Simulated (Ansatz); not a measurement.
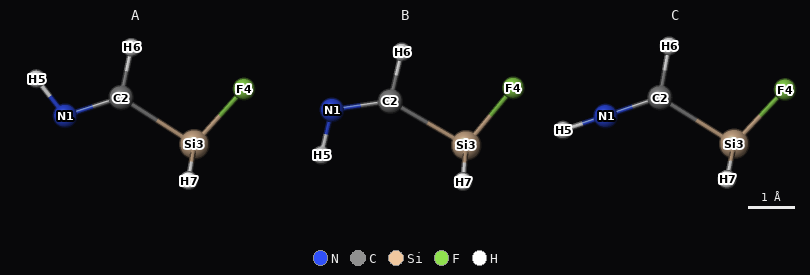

3 geometries from a converged minimum-energy path of CH3FNSi (charge −1), shuffled. A ball-and-stick model, seen face on.

Method: RKS r2SCAN-D4/def2-SVP in Ansatz. Set-up: 5 movable images; climbing image; force threshold 0.05 eV/Å; iteration limit 52; starting path through a guess of the saddle point.

Q: Which frame is the transition state?

A: C. In order along the path, whose images run from 0 to 6: B (image 1, +6.4 kJ/mol), C (image 3, +150.7 kJ/mol), A (image 6, +19.1 kJ/mol). The motion is an in-plane inversion: the angle C2–N1–H5 opens from 107° to 178° on the way and closes on the other side (109° at the end). No bond forms or breaks between the ends. Among the angles between lasting bonds that change up to the highest image: C2–N1–H5 107.1° → 177.5°, N1–C2–H6 113.9° → 119.0°.

Limits of the set-up: the basis has no diffuse functions, which an anion needs.
